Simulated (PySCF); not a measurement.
**BHBr (SMILES [BH]Br) at UPBE/STO-3G**

Aim: the energy change on altering one bond length of BHBr at UPBE/STO-3G, from 2 runs. 

Program for the calculation: PySCF 2.14.0.

19 further runs of the same task are left out: 8 that didn't finish, 11 set aside as unsound or not needed.

## (1) The system as given

The species is BHBr (3 atoms), meant as a doublet with charge 0. SMILES: `[BH]Br`. The coordinates come from a PBE0-D4/def2-TZVP relaxation.

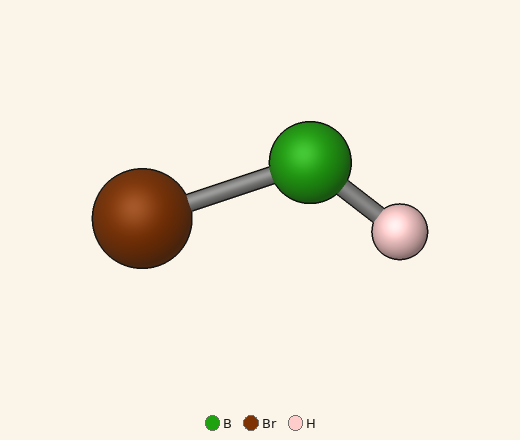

Viewed from a chosen angle; boron green, bromine brown, hydrogen pink.

## (2) The energy at UPBE/STO-3G

input.py

```python
from pyscf import gto, dft

mol = gto.M(
    atom='B -0.094500 -0.523000 -0.115700; Br 1.181000 0.563200 0.709800; H -1.097400 -0.105000 -0.607300',
    max_memory=1860,
    spin=1,
    verbose=3,
    basis='sto-3g',
)

myscf = dft.UKS(mol, xc='pbe')
myscf.conv_tol = 1e-10
myscf.grids.level = 5
myscf.kernel()
if not myscf.converged:
    myscf = myscf.newton().run(myscf.mo_coeff, myscf.mo_occ)

etot = myscf.e_tot
print(f'total energy: {etot:.8f} hartree')
```

Command:

```sh
$ OMP_NUM_THREADS=1 python input.py
```

Output:

```text
WARN: HOMO -0.207636944259703 >= LUMO -0.207636944259698

converged SCF energy = -2570.58091161961  <S^2> = 0.75385449  2S+1 = 2.0038508
total energy: -2570.58091162 hartree
```

Wall time 3.6 s (1 thread of Arm Neoverse V1, shared host); peak memory 0.21 GiB.

## (3) The distorted shape, same level

run.py

```python
from pyscf import gto, dft

mol = gto.Mole()
mol.atom = [
    ('B', (-1.114899, -1.391959, -0.776100)),
    ('Br', (1.181000, 0.563200, 0.709800)),
    ('H', (-2.117799, -0.973959, -1.267700)),
]
mol.verbose = 3
mol.basis = 'sto-3g'
mol.charge = 0
mol.max_memory = 1860
mol.spin = 1
mol.build()

mf = dft.UKS(mol)
mf.xc = 'pbe'
mf.conv_tol = 1e-10
mf.grids.level = 5
mf.kernel()
if not mf.converged:
    mf = mf.newton().run(mf.mo_coeff, mf.mo_occ)

e_tot = mf.e_tot
print('E = %.10f Eh' % e_tot)
```

Command:

```sh
$ OMP_NUM_THREADS=1 python run.py
```

Output:

```text
WARN: HOMO -0.229447005234618 >= LUMO -0.229447005234612

WARN: HOMO 0.130584805889245 >= LUMO 0.131377678171298

WARN: HOMO -0.0514531205484766 >= LUMO -0.0509549719992727

WARN: HOMO -0.054119287254514 >= LUMO -0.0586508014317575

WARN: HOMO -0.0554988382488481 >= LUMO -0.0545496820843422

WARN: HOMO -0.0710100425491136 >= LUMO -0.0731052222975521

WARN: HOMO -0.0516906927462722 >= LUMO -0.0605774618191307

WARN: HOMO -0.0520488613230808 >= LUMO -0.0609962171350457

WARN: HOMO -0.049504197921016 >= LUMO -0.0541152036625142

WARN: HOMO -0.0535917767272645 >= LUMO -0.0539372702375273

WARN: HOMO -0.0324311740154028 >= LUMO -0.0395628767302101

WARN: HOMO 0.0247179988778862 >= LUMO 0.0240409306298313

WARN: HOMO 0.0161974158410645 >= LUMO 0.0162230594766562

WARN: HOMO 0.0177141168251572 >= LUMO 0.0185494896552524

WARN: HOMO 0.0206411384375571 >= LUMO 0.0210957986732763

SCF not converged.
SCF energy = -2564.59461875083 after 50 cycles  <S^2> = 0.75790986  2S+1 = 2.0078943
converged SCF energy = -2570.39045571744  <S^2> = 0.90742595  2S+1 = 2.1516747
E = -2570.3904557174 Eh
```

Run time: 38 s. Hardware: 1 thread of Arm Neoverse V1, shared host; peak memory 0.33 GiB.

## (4) Results

At UPBE/STO-3G:

| quantity | value |
| --- | --- |
| first shape: total energy | -2570.58091 Eh |
| first shape: dipole moment | 0.13 D |
| first shape: HOMO energy (highest over α and β) | -1.80 eV |
| first shape: LUMO energy (lowest over α and β) | 0.07 eV |
| first shape: ⟨S²⟩ | 0.754 |
| distorted shape: total energy | -2570.39046 Eh |
| distorted shape: dipole moment | 3.19 D |
| distorted shape: HOMO energy (highest over α and β) | -2.47 eV |
| distorted shape: LUMO energy (lowest over α and β) | -2.36 eV |
| distorted shape: ⟨S²⟩ | 0.907 |
| energy change with the B1–Br2 bond stretched from 1.868 to 3.362 Å | 5.183 eV |

What this shows: With the B1–Br2 bond stretched from 1.868 to 3.362 Å the energy rises by 5.18 eV (120 kcal/mol). The first shape isn't relaxed at this level, so the change isn't measured from a minimum. The minimal basis adds a large error of its own. ⟨S²⟩ (distorted shape) is 0.91 where a pure doublet has 0.75: the reference is spin-contaminated.
